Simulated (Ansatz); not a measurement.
# Nudged elastic band of GaN₂H₅

- system: GaN₂H₅
- method: RKS BLYP-D4/def2-SVP (Ansatz 0.2.0)

It belongs to a series of runs on one base structure; here: band between the two ends. Figures and captions count atoms from 1; the log counts them from 0 in places.

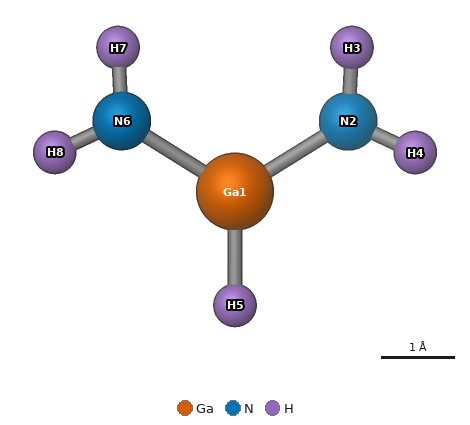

*The starting structure (ball-and-stick view, seen on its broad side; atoms are numbered from 1 in the order of the input). Sticks mark near contacts.*

Bond lengths as drawn: Ga–H 1.56 Å, Ga–N 1.84 Å and H–N 1.02 Å.

The input
```yaml
crystal:
  periodic: [false, false, false]
  atoms:
    - { symbol: Ga, position_ang: [0.495839, 0.179301, -0.08615] }
    - { symbol: "N", position_ang: [0.790608, -0.061751, 1.713122] }
    - { symbol: H, position_ang: [0.101097, -0.468225, 2.349046] }
    - { symbol: H, position_ang: [1.731232, -0.118004, 2.108018] }
    - { symbol: H, position_ang: [1.647005, 0.595599, -1.060559] }
    - { symbol: "N", position_ang: [-1.223112, -0.097715, -0.679345] }
    - { symbol: H, position_ang: [-2.021041, -0.225443, -0.053103] }
    - { symbol: H, position_ang: [-1.53073, 0.196236, -1.608329] }
basis:
  gaussian: { orbitals: def2-SVP }
hamiltonian:
  xc: blyp
  dispersion: d4
neb:
  order_check: false
  images: 5
  f_tol: 0.05
  max_iterations: 60
  final_atoms:
    - { symbol: Ga, position_ang: [0.38066361, 0.64717586, -1.18878605] }
    - { symbol: "N", position_ang: [1.08286247, 0.09937953, 1.12791393] }
    - { symbol: H, position_ang: [0.43868409, 0.520993, 1.81318204] }
    - { symbol: H, position_ang: [1.06178002, -0.91898042, 1.28497197] }
    - { symbol: H, position_ang: [2.03118166, 0.42139859, 1.36662643] }
    - { symbol: "N", position_ang: [-1.30368009, -0.10303938, -0.65202206] }
    - { symbol: H, position_ang: [-1.60470744, -0.52252211, 0.23777421] }
    - { symbol: H, position_ang: [-2.09588632, -0.14440708, -1.30696048] }
  initial_path:
    images:
      - { positions_ang: [[0.495839, 0.179301, -0.08615], [0.790608, -0.061751, 1.713122], [0.101097, -0.468225, 2.349046], [1.731232, -0.118004, 2.108018], [1.647005, 0.595599, -1.060559], [-1.223112, -0.097715, -0.679345], [-2.021041, -0.225443, -0.053103], [-1.53073, 0.196236, -1.608329]] }
      - { positions_ang: [[0.3302766, 0.11795484, -0.05742278], [0.99084547, -0.0410437, 1.67944961], [0.23816296, -0.39623982, 2.28201076], [1.91179668, 0.01064439, 2.11739903], [1.68400787, 0.38898132, -0.64134612], [-1.37359082, -0.06417168, -0.77321092], [-2.13185783, -0.41811129, -0.31848806], [-1.65874293, 0.40198394, -1.60569152]] }
      - { positions_ang: [[0.1647142, 0.05660868, -0.02869556], [1.19108295, -0.02033641, 1.64577722], [0.37522891, -0.32425464, 2.21497553], [2.09236136, 0.13929278, 2.12678007], [1.72101074, 0.18236364, -0.22213324], [-1.52406964, -0.03062835, -0.86707684], [-2.24267466, -0.61077958, -0.58387313], [-1.78675586, 0.60773188, -1.60305404]] }
      - { positions_ang: [[-0.0008482, -0.00473748, 3.166e-05], [1.39132042, 0.00037089, 1.61210484], [0.51229487, -0.25226946, 2.14794029], [2.27292604, 0.26794117, 2.1361611], [1.75801361, -0.02425404, 0.19707964], [-1.67454846, 0.00291497, -0.96094277], [-2.35349149, -0.80344788, -0.84925819], [-1.91476879, 0.81347982, -1.60041657]] }
      - { positions_ang: [[0.1263224, 0.21256697, -0.39624091], [1.2885011, 0.03337377, 1.45070787], [0.48775795, 0.00548469, 2.03635421], [1.8692107, -0.12769936, 1.85243139], [1.84906963, 0.12429684, 0.58692857], [-1.55092567, -0.03240314, -0.8579692], [-2.10389681, -0.70980595, -0.48691406], [-1.9751413, 0.49418419, -1.50259787]] }
      - { positions_ang: [[0.253493, 0.42987142, -0.79251348], [1.18568179, 0.06637665, 1.2893109], [0.46322102, 0.26323884, 1.92476812], [1.46549536, -0.52333989, 1.56870168], [1.94012564, 0.27284772, 0.9767775], [-1.42730288, -0.06772126, -0.75499563], [-1.85430213, -0.61616403, -0.12456993], [-2.03551381, 0.17488855, -1.40477918]] }
      - { positions_ang: [[0.38066361, 0.64717586, -1.18878605], [1.08286247, 0.09937953, 1.12791393], [0.43868409, 0.520993, 1.81318204], [1.06178002, -0.91898042, 1.28497197], [2.03118166, 0.42139859, 1.36662643], [-1.30368009, -0.10303938, -0.65202206], [-1.60470744, -0.52252211, 0.23777421], [-2.09588632, -0.14440708, -1.30696048]] }
```

Run on 2 threads of Arm Neoverse V1, 24 GiB of memory available, shared host.

Launched with:
```bash
ansatz run input.yaml --threads 2 --pin off --max-ram 3072MiB --backend cpu --events-out ev --progress --plain --runs-dir out
```

Log
```
Engine: ansatz 0.2.0, aarch64-unknown-linux-gnu
Functional definition: BLYP
  parameter beta = 0.0042
  parameter a = 0.04918
  parameter b = 0.132
  parameter c = 0.2533
  parameter d = 0.349
  exchange = b88_x(beta = beta)
  correlation = lyp_c(a = a, b = b, c = c, d = d)
989 factors; their error is unknown
mean field evaluation 1: about -55413.0432 eV, gradient 9.9e1 eV
mean field evaluation 2: about -55312.6346 eV, gradient 1.9e2 eV
mean field evaluation 4: about -55431.4244 eV, gradient 1.5e1 eV
mean field evaluation 8: about -55431.9236 eV, gradient 1.3e-1 eV
mean field evaluation 16: about -55431.8773 eV, gradient 2.6e-4 eV
mean field -55431.87726414 eV, -2037.0839163814 hartree, gradient 6.5e-5 eV, S^2 0.000000; 0 other end points of the search recorded, 0 dependent functions left out
the calculation of the forces begins
reference -55431.87758825 eV, -2037.0839282919 hartree; 25, 25 occupied and 60, 60 virtual orbitals, 989 factors
989 factors; their error is unknown
mean field evaluation 32: about -55431.8642 eV, gradient 4.4e-3 eV
mean field -55431.86422838 eV, -2037.0834373258 hartree, gradient 2.5e-5 eV, S^2 0.000000; 0 other end points of the search recorded, 0 dependent functions left out
[... from here on the field's lines of each further geometry are left out, up to the last ...]
NEB iter   1: max|band force component| = 3.152e1 eV/Å  barrier→ = 7.9438 eV  barrier← = 7.9557 eV  Δτ_max = 0.2000 Å  (215 SCF iters)
NEB iter   2: max|band force component| = 3.751e0 eV/Å  barrier→ = 3.1317 eV  barrier← = 3.1435 eV  Δτ_max = 0.2000 Å  (168 SCF iters)
NEB iter   3: max|band force component| = 3.015e0 eV/Å  barrier→ = 2.5928 eV  barrier← = 2.6047 eV  Δτ_max = 0.2000 Å  (170 SCF iters)
NEB iter   4: max|band force component| = 1.985e0 eV/Å  barrier→ = 2.8970 eV  barrier← = 2.9088 eV  Δτ_max = 0.2000 Å  (174 SCF iters)
NEB iter   5: max|band force component| = 1.477e0 eV/Å  barrier→ = 3.0837 eV  barrier← = 3.0955 eV  Δτ_max = 0.1963 Å  (168 SCF iters)
NEB iter   6: max|band force component| = 1.408e0 eV/Å  barrier→ = 3.0165 eV  barrier← = 3.0284 eV  Δτ_max = 0.2000 Å  (160 SCF iters)
NEB iter   7: max|band force component| = 1.632e0 eV/Å  barrier→ = 2.6987 eV  barrier← = 2.7105 eV  Δτ_max = 0.1012 Å  (153 SCF iters)
NEB iter   8: max|band force component| = 1.457e0 eV/Å  barrier→ = 2.2728 eV  barrier← = 2.2847 eV  Δτ_max = 0.0500 Å  (144 SCF iters)
NEB iter   9: max|band force component| = 1.373e0 eV/Å  barrier→ = 2.0125 eV  barrier← = 2.0244 eV  Δτ_max = 0.0504 Å  (148 SCF iters)
NEB iter  10: max|band force component| = 1.482e0 eV/Å  barrier→ = 1.7254 eV  barrier← = 1.7372 eV  Δτ_max = 0.1004 Å  (147 SCF iters)
NEB iter  11: max|band force component| = 1.659e0 eV/Å  barrier→ = 1.2274 eV  barrier← = 1.2392 eV  Δτ_max = 0.0506 Å  (158 SCF iters)
NEB iter  12: max|band force component| = 7.394e-1 eV/Å  barrier→ = 1.0571 eV  barrier← = 1.0689 eV  Δτ_max = 0.0998 Å  (149 SCF iters)
NEB iter  13: max|band force component| = 1.267e0 eV/Å  barrier→ = 0.9831 eV  barrier← = 0.9950 eV  CI = image 1  Δτ_max = 0.1013 Å  (145 SCF iters)
NEB iter  14: max|band force component| = 1.329e0 eV/Å  barrier→ = 1.1684 eV  barrier← = 1.1803 eV  CI = image 1  Δτ_max = 0.2000 Å  (149 SCF iters)
NEB iter  15: max|band force component| = 1.399e0 eV/Å  barrier→ = 1.6291 eV  barrier← = 1.6409 eV  CI = image 1  Δτ_max = 0.2000 Å  (160 SCF iters)
NEB iter  16: max|band force component| = 1.504e0 eV/Å  barrier→ = 2.0648 eV  barrier← = 2.0766 eV  CI = image 1  Δτ_max = 0.2000 Å  (172 SCF iters)
NEB iter  17: max|band force component| = 1.105e0 eV/Å  barrier→ = 2.4411 eV  barrier← = 2.4530 eV  CI = image 1  Δτ_max = 0.2000 Å  (179 SCF iters)
NEB iter  18: max|band force component| = 6.374e-1 eV/Å  barrier→ = 2.4959 eV  barrier← = 2.5078 eV  CI = image 1  Δτ_max = 0.2000 Å  (159 SCF iters)
NEB iter  19: max|band force component| = 4.982e-1 eV/Å  barrier→ = 2.4142 eV  barrier← = 2.4261 eV  CI = image 1  Δτ_max = 0.2000 Å  (155 SCF iters)
NEB iter  20: max|band force component| = 4.021e-1 eV/Å  barrier→ = 2.3104 eV  barrier← = 2.3223 eV  CI = image 1  Δτ_max = 0.2000 Å  (161 SCF iters)
NEB iter  21: max|band force component| = 6.327e-1 eV/Å  barrier→ = 2.2296 eV  barrier← = 2.2415 eV  CI = image 1  Δτ_max = 0.1003 Å  (149 SCF iters)
NEB iter  22: max|band force component| = 5.404e-1 eV/Å  barrier→ = 2.1996 eV  barrier← = 2.2115 eV  CI = image 1  Δτ_max = 0.2000 Å  (146 SCF iters)
NEB iter  23: max|band force component| = 6.597e-1 eV/Å  barrier→ = 2.1619 eV  barrier← = 2.1737 eV  CI = image 1  Δτ_max = 0.1009 Å  (155 SCF iters)
NEB iter  24: max|band force component| = 5.064e-1 eV/Å  barrier→ = 2.1437 eV  barrier← = 2.1555 eV  CI = image 1  Δτ_max = 0.1001 Å  (148 SCF iters)
NEB iter  25: max|band force component| = 1.971e-1 eV/Å  barrier→ = 2.1303 eV  barrier← = 2.1422 eV  CI = image 1  Δτ_max = 0.1980 Å  (149 SCF iters)
NEB iter  26: max|band force component| = 2.720e-1 eV/Å  barrier→ = 2.1268 eV  barrier← = 2.1386 eV  CI = image 1  Δτ_max = 0.1006 Å  (149 SCF iters)
NEB iter  27: max|band force component| = 2.105e-1 eV/Å  barrier→ = 2.1259 eV  barrier← = 2.1377 eV  CI = image 1  Δτ_max = 0.1001 Å  (149 SCF iters)
NEB iter  28: max|band force component| = 2.000e-1 eV/Å  barrier→ = 2.1255 eV  barrier← = 2.1374 eV  CI = image 1  Δτ_max = 0.1000 Å  (148 SCF iters)
NEB iter  29: max|band force component| = 1.696e-1 eV/Å  barrier→ = 2.1253 eV  barrier← = 2.1371 eV  CI = image 1  Δτ_max = 0.1001 Å  (150 SCF iters)
NEB iter  30: max|band force component| = 2.179e-1 eV/Å  barrier→ = 2.1252 eV  barrier← = 2.1371 eV  CI = image 1  Δτ_max = 0.0502 Å  (141 SCF iters)
NEB iter  31: max|band force component| = 1.712e-1 eV/Å  barrier→ = 2.1252 eV  barrier← = 2.1371 eV  CI = image 1  Δτ_max = 0.0502 Å  (141 SCF iters)
NEB iter  32: max|band force component| = 1.030e-1 eV/Å  barrier→ = 2.1252 eV  barrier← = 2.1371 eV  CI = image 1  Δτ_max = 0.0502 Å  (143 SCF iters)
NEB iter  33: max|band force component| = 7.999e-2 eV/Å  barrier→ = 2.1252 eV  barrier← = 2.1371 eV  CI = image 1  Δτ_max = 0.0503 Å  (138 SCF iters)
NEB iter  34: max|band force component| = 1.006e-1 eV/Å  barrier→ = 2.1252 eV  barrier← = 2.1371 eV  CI = image 1  Δτ_max = 0.0251 Å  (140 SCF iters)
NEB iter  35: max|band force component| = 7.335e-2 eV/Å  barrier→ = 2.1252 eV  barrier← = 2.1371 eV  CI = image 1  Δτ_max = 0.0250 Å  (144 SCF iters)
NEB iter  36: max|band force component| = 5.835e-2 eV/Å  barrier→ = 2.1252 eV  barrier← = 2.1371 eV  CI = image 1  Δτ_max = 0.0251 Å  (141 SCF iters)
the calculation of the forces begins
reference -55431.55595298 eV, -2037.0721084137 hartree; 25, 25 occupied and 60, 60 virtual orbitals, 989 factors
989 factors; their error is unknown
mean field evaluation 1504: about -55429.7566 eV, gradient 1.3e-5 eV
mean field -55429.75664835 eV, -2037.0059851883 hartree, gradient 1.3e-5 eV, S^2 0.000000; 1 other end points of the search recorded, 0 dependent functions left out
the calculation of the forces begins
reference -55429.75695578 eV, -2037.0059964861 hartree; 25, 25 occupied and 60, 60 virtual orbitals, 989 factors
NEB iter  37: max|band force component| = 3.420e-2 eV/Å  barrier→ = 2.1252 eV  barrier← = 2.1371 eV  CI = image 1  Δτ_max = 0.0000 Å  (291 SCF iters)
```

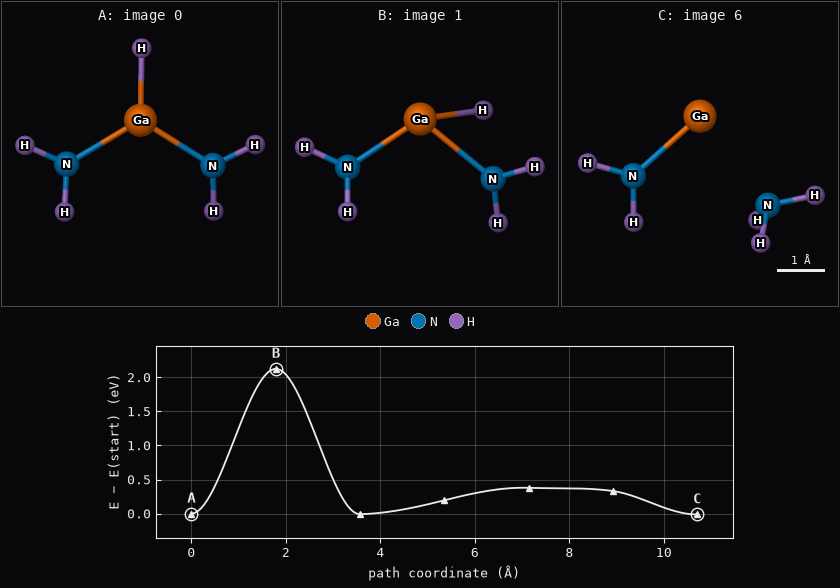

*Images of the last band (counted from 0; ball-and-stick, seen at a tilt) above the energy along the path; the line is a cubic interpolation that uses the forces.*

The highest image is number 1, 2.125 eV above the start and 2.137 eV above the end (the climbing image); the end lies 0.012 eV below the start. The path is 10.70 Å long. The band converged in 37 iterations.

```
Total energy: -55430.01955513 eV, -2037.0156468343 hartree
Atom 0 at     0.368172     0.606143    -0.414446 Å, force     0.000037    -0.000071     0.000221 eV/Å
Atom 1 at     0.891866    -0.108124     1.419073 Å, force    -0.000021     0.000055    -0.000042 eV/Å
Atom 2 at     0.563331    -0.888232     2.018907 Å, force    -0.000059    -0.000006    -0.000079 eV/Å
Atom 3 at     1.577471     0.448037     1.951137 Å, force     0.000009     0.000008    -0.000030 eV/Å
Atom 4 at     1.794473    -0.110622     0.066763 Å, force     0.000107     0.000047     0.000013 eV/Å
Atom 5 at    -1.346834    -0.058652    -0.756921 Å, force    -0.000258    -0.000166    -0.000213 eV/Å
Atom 6 at    -2.021624    -0.091505     0.018222 Å, force     0.000145     0.000094     0.000174 eV/Å
Atom 7 at    -1.835959     0.202953    -1.620037 Å, force     0.000041     0.000038    -0.000044 eV/Å
Dipole moment:    -0.184416    -0.006460     0.297215 e Å
this run last wrote the band of iteration 37 to [file]
```

The last band as extended XYZ (Å, eV, eV/Å)
```
8
Properties=species:S:1:pos:R:3:forces:R:3 image=0 energy=-55432.14445
Ga    0.4958    0.1793   -0.0862   -0.0018  -0.0001   0.0025
N     0.7906   -0.0618    1.7131   -0.0012   0.0028  -0.0044
H     0.1011   -0.4682    2.3490   -0.0011  -0.0011   0.0010
H     1.7312   -0.1180    2.1080    0.0041  -0.0013   0.0016
H     1.6470    0.5956   -1.0606   -0.0017  -0.0004   0.0011
N    -1.2231   -0.0977   -0.6793    0.0050  -0.0006   0.0010
H    -2.0210   -0.2254   -0.0531   -0.0018   0.0004   0.0008
H    -1.5307    0.1962   -1.6083   -0.0016   0.0003  -0.0036
8
Properties=species:S:1:pos:R:3:forces:R:3 image=1 energy=-55430.01925
Ga    0.3682    0.6061   -0.4144    0.0000  -0.0001   0.0002
N     0.8919   -0.1081    1.4191    0.0000   0.0001   0.0000
H     0.5633   -0.8882    2.0189   -0.0001   0.0000  -0.0001
H     1.5775    0.4480    1.9511    0.0000   0.0000   0.0000
H     1.7945   -0.1106    0.0668    0.0001   0.0000   0.0000
N    -1.3468   -0.0587   -0.7569   -0.0003  -0.0002  -0.0002
H    -2.0216   -0.0915    0.0182    0.0001   0.0001   0.0002
H    -1.8360    0.2030   -1.6200    0.0000   0.0000   0.0000
8
Properties=species:S:1:pos:R:3:forces:R:3 image=2 energy=-55432.15306
Ga    0.4942    0.7021   -1.1264   -0.0013  -0.0058   0.0152
N     1.0720   -0.1287    1.1459   -0.0076   0.0114  -0.0126
H     0.4079   -0.8517    1.4602    0.0122  -0.0089   0.0087
H     1.0338    0.6347    1.8373   -0.0006  -0.0029   0.0026
H     2.0160   -0.5358    1.2080   -0.0022   0.0001  -0.0051
N    -1.2914    0.1586   -0.6774   -0.0084  -0.0048  -0.0063
H    -1.6748   -0.2700    0.1757    0.0015   0.0110   0.0020
H    -2.0668    0.2908   -1.3406    0.0065   0.0000  -0.0044
8
Properties=species:S:1:pos:R:3:forces:R:3 image=3 energy=-55431.94859
Ga    0.3281    0.0998   -1.6880    0.1307   0.0419   0.1449
N     1.2306   -0.0383    1.1251    0.0707   0.0149  -0.1017
H     0.2190    0.1640    1.0466   -0.0502  -0.0064   0.0411
H     1.6390    0.7148    1.6986    0.0478   0.0019  -0.0828
H     1.3482   -0.9031    1.6720   -0.0514  -0.0236   0.0099
N    -1.2170    0.0756   -0.5127   -0.0235   0.0158   0.0314
H    -1.4991   -0.7542    0.0282   -0.0485  -0.0090   0.0091
H    -2.0580    0.6414   -0.6871   -0.0757  -0.0354  -0.0520
8
Properties=species:S:1:pos:R:3:forces:R:3 image=4 energy=-55431.76612
Ga   -0.5473    0.0768   -2.5341   -0.0092   0.0001   0.0052
N     0.9032   -0.1351    1.7352   -0.0319  -0.0173   0.0091
H     0.5181    0.2121    0.8401    0.0248   0.0125   0.0005
H     1.2469    0.7054    2.2265   -0.0034  -0.0171  -0.0032
H     1.7597   -0.6468    1.4707    0.0205   0.0198  -0.0063
N    -1.1317   -0.0263   -0.7207    0.0010  -0.0244   0.0207
H    -1.0413   -0.8493   -0.1073   -0.0046   0.0178  -0.0011
H    -1.7167    0.6632   -0.2277    0.0028   0.0084  -0.0247
8
Properties=species:S:1:pos:R:3:forces:R:3 image=5 energy=-55431.81308
Ga    0.0715    0.3217   -1.9947    0.0381  -0.0183   0.0166
N     1.0948   -0.2069    1.3134    0.0093   0.0033  -0.0271
H     0.4675    0.5809    1.0898    0.0014   0.0278   0.0089
H     0.9208   -0.4076    2.3106    0.0035  -0.0588  -0.0087
H     2.0481    0.1855    1.2888    0.0097   0.0348  -0.0050
N    -1.2742   -0.0106   -0.6934   -0.0031  -0.0058   0.0159
H    -1.0657   -0.6962    0.0446   -0.0296   0.0201   0.0337
H    -2.2718    0.2331   -0.6766   -0.0293  -0.0031  -0.0343
8
Properties=species:S:1:pos:R:3:forces:R:3 image=6 energy=-55432.15630
Ga    0.3807    0.6472   -1.1888   -0.0078   0.0013  -0.0027
N     1.0829    0.0994    1.1279    0.0028   0.0009  -0.0014
H     0.4387    0.5210    1.8132   -0.0011  -0.0024  -0.0015
H     1.0618   -0.9190    1.2850   -0.0017  -0.0005   0.0046
H     2.0312    0.4214    1.3666    0.0014  -0.0014   0.0014
N    -1.3037   -0.1030   -0.6520    0.0010   0.0011   0.0032
H    -1.6047   -0.5225    0.2378    0.0023   0.0030  -0.0035
H    -2.0959   -0.1444   -1.3070    0.0029  -0.0020  -0.0002
```

Results in brief

```json
{"quantity": "outcome", "value": "converged"}
{"quantity": "barrier, forward", "value": "2.125 eV"}
{"quantity": "barrier, backward", "value": "2.137 eV"}
{"quantity": "wall time", "value": "3.7 min (CPU time 7.1 min)"}
{"quantity": "peak memory", "value": "0.12 GiB"}
```

Notes

The order of the saddle point was not checked.
